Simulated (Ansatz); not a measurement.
Method: PBE (plane waves to 420 eV, PAW; Ansatz, a program for electronic structure).

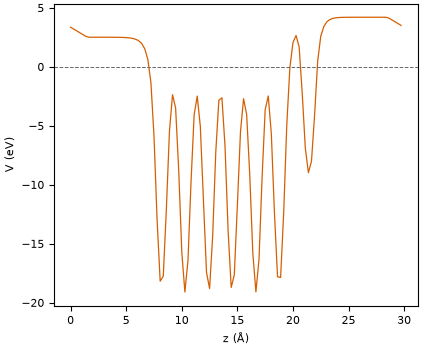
Figure: Plane-averaged electrostatic potential energy along the normal, in eV from the Fermi level, for a constructed model of the (100) surface of rock-salt TiN, a layer of Cu, one atom over each Ti (bottom of the slab: a bare face, its two planes held)

Slab: 13 atoms, 13.7 Å thick at the start with caps and adatoms (thin: gaps and levels are the slab's own); k 12x12x1, smearing 0.1 eV, dipole-corrected; 4 atoms held, the rest relaxed; held to the start's symmetry, so lower structures may exist; no spin, no spin-orbit, no U. In PBE it lies 0.46 eV a 1x1 cell over the lowest computed structure of the same composition (a layer of Cu, one atom over each N).

### Question
The surface cell has an area of 9.02 Å². What dipole along the normal does the step between the two vacuum levels imply?

### Answer
the top vacuum level lies 1.69 eV above the bottom one; p = −ε₀ A ΔV (ε₀ = 0.005526 e/(V·Å)) gives -0.08 e·Å a cell.
